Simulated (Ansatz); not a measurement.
C3H6ClFO: several calculations on one system

### Relaxation

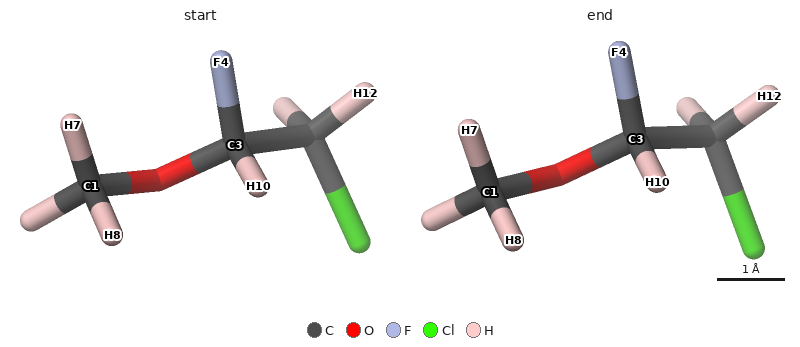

The structure of C₃H₆ClFO before (left) and after (right) a relaxation, at one scale.

The picture is a stick view, seen at a tilt.

The run prepares an end point of a later path (torsion) calculation, from a guessed geometry.

Computed with RKS PBE0-D4/STO-3G (Ansatz). Set-up: no spin polarisation; force threshold 0.015 eV/Å; at most 40 steps.

Question: What changed between the two?

Answer: The largest move after the best rigid fit is that of the F atom, 0.15 Å. Largest moves by element: F 0.15 Å, H 0.14 Å, Cl 0.13 Å, O 0.11 Å, C 0.10 Å. Near-neighbour distances that change, for instance: C–O 1.365 → 1.460 Å, C–F 1.343 → 1.400 Å, C–H 1.075 → 1.126 Å, C–H 1.158 → 1.108 Å. Among the angles between lasting bonds that change: F–C–C 103.6° → 109.3°, H–C–H 104.7° → 108.8°, O–C–C 110.1° → 106.2°. After 6 accepted moves (7 points after the start) the energy has fallen by 14.2 kcal/mol. Largest force component: 4.1 eV/Å at the start, 0.0027 eV/Å at the end. The line search rejected the trial step at point 6 of the run.

Limits of the set-up: STO-3G is a minimal basis, so the numbers are rough.

### Relaxation

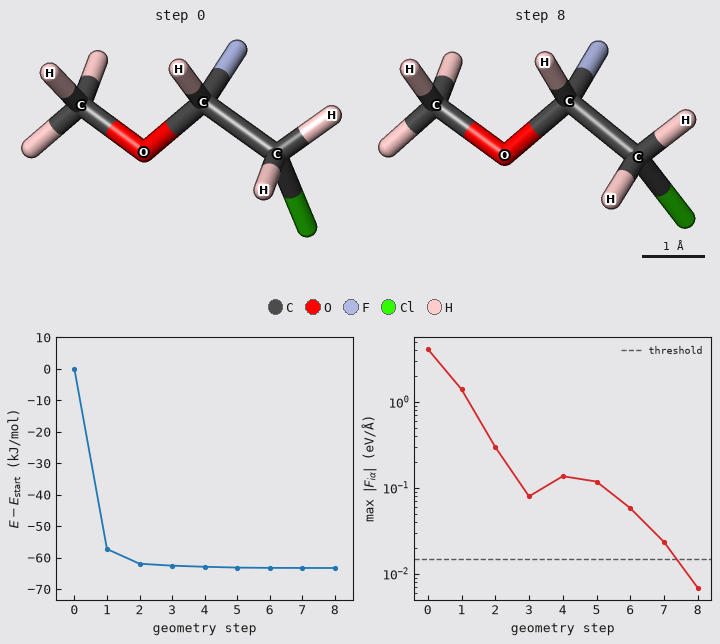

First and last geometry of a relaxation of C₃H₆ClFO, with the history of the run. A stick model, seen at a tilt.

The run prepares an end point of a later path (torsion) calculation, from a guessed geometry.

Computed with Ansatz 0.2.0, RKS PBE0-D4/STO-3G. Settings: no spin polarisation; force threshold 0.015 eV/Å; at most 40 steps.

> What do the curves and the structures tell?

It converged. After 8 geometry steps the energy has fallen by 63.3 kJ/mol. Largest force component: 4.1 eV/Å at the start, 0.0068 eV/Å at the end. The atom that moves furthest after the best rigid fit is the Cl atom (0.33 Å). Largest moves by element: Cl 0.33 Å, H 0.32 Å, F 0.23 Å, C 0.13 Å, O 0.07 Å. Near-neighbour distances that change, for instance: C–O 1.365 → 1.460 Å, C–H 1.075 → 1.129 Å, C–F 1.343 → 1.395 Å, C–H 1.158 → 1.109 Å. Among the angles between lasting bonds that change: F–C–C 103.6° → 111.4°, H–C–H 104.7° → 108.8°, O–C–C 110.1° → 106.4°. The run took of the order of 50 core-seconds on a shared host.

Limits of the set-up: STO-3G is a minimal basis, so the numbers are rough.

### Path

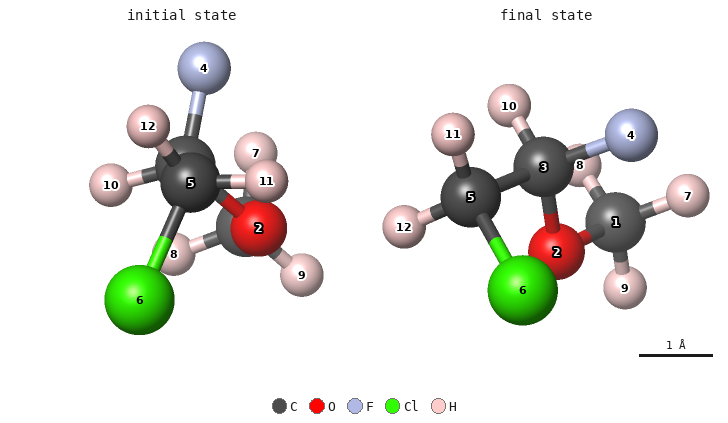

The two relaxed end points of a path for C₃H₆ClFO. Style: ball-and-stick. Shown from a free direction.

The calculation used RKS PBE0-D4/STO-3G (Ansatz).

Input
```yaml
crystal:
  periodic: [false, false, false]
  atoms:
    - { symbol: C, position_ang: [-1.904012, 0.076237, -0.049469] }
    - { symbol: O, position_ang: [-0.634855, -0.16966, 0.629767] }
    - { symbol: C, position_ang: [0.421579, -0.104471, -0.365246] }
    - { symbol: F, position_ang: [0.367605, -1.202676, -1.231298] }
    - { symbol: C, position_ang: [1.774524, -0.137423, 0.430139] }
    - { symbol: Cl, position_ang: [2.066001, 1.455601, 1.270103] }
    - { symbol: H, position_ang: [-2.123082, -0.687241, -0.821689] }
    - { symbol: H, position_ang: [-1.930659, 1.075241, -0.528721] }
    - { symbol: H, position_ang: [-2.688473, 0.031631, 0.724203] }
    - { symbol: H, position_ang: [0.363354, 0.845866, -0.965812] }
    - { symbol: H, position_ang: [1.746624, -0.925748, 1.200658] }
    - { symbol: H, position_ang: [2.618493, -0.312356, -0.258337] }
basis:
  gaussian: { orbitals: STO-3G }
hamiltonian:
  xc: pbe0
  dispersion: d4
neb:
  order_check: false
  images: 5
  f_tol: 0.05
  max_iterations: 60
  initial_path: idpp
  final_atoms:
    - { symbol: C, position_ang: [-1.89495831, 0.20855314, -0.10994175] }
    - { symbol: O, position_ang: [-0.60368372, 0.37001329, 0.55182652] }
    - { symbol: C, position_ang: [0.41016777, -0.21331584, -0.31398876] }
    - { symbol: F, position_ang: [0.23016752, -1.58842381, -0.46168524] }
    - { symbol: C, position_ang: [1.79571, 0.11585385, 0.34304249] }
    - { symbol: Cl, position_ang: [1.97530829, -0.72318037, 1.95165327] }
    - { symbol: H, position_ang: [-2.14831274, -0.85544464, -0.28373403] }
    - { symbol: H, position_ang: [-1.93276331, 0.73913967, -1.0829399] }
    - { symbol: H, position_ang: [-2.64984554, 0.64651926, 0.56392184] }
    - { symbol: H, position_ang: [0.39573703, 0.27138973, -1.33364662] }
    - { symbol: H, position_ang: [2.61885055, -0.22785163, -0.30552519] }
    - { symbol: H, position_ang: [1.88072146, 1.20174835, 0.51531537] }
```

Launched with:
```bash
ansatz run input.yaml --threads 1 --pin off --max-ram 2048MiB --backend cpu --events-out ev --progress --plain --runs-dir out
```

**Predict the minimum-energy path and its barrier.**

The highest point, image 3, lies 0.139 eV above the start and 0.112 eV above the end; the end is at +0.027 eV relative to the start. The motion is a rotation about the C3–C5 bond by about 135°. No bond forms or breaks between the ends. Among the angles between lasting bonds that change up to the highest image: C3–C5–Cl6 110.7° → 113.7°, O2–C3–C5 106.2° → 108.5°. The band converged in 4 iterations, with a climbing image at the top.

Energies of the converged images:

```
image  path (Å)  E (eV)
    0      0.00   0.000
    1      0.73   0.029
    2      1.47   0.099
    3      2.20   0.139
    4      2.90   0.109
    5      3.60   0.052
    6      4.30   0.027
```

The geometry at the top of the path:

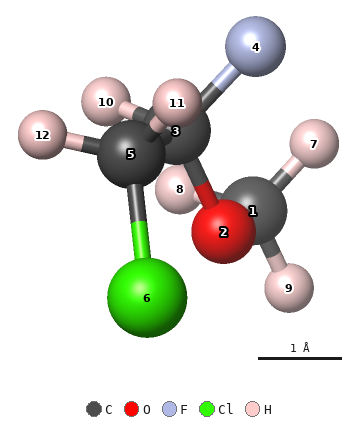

Limits of the set-up: STO-3G is a minimal basis, so the numbers are rough.
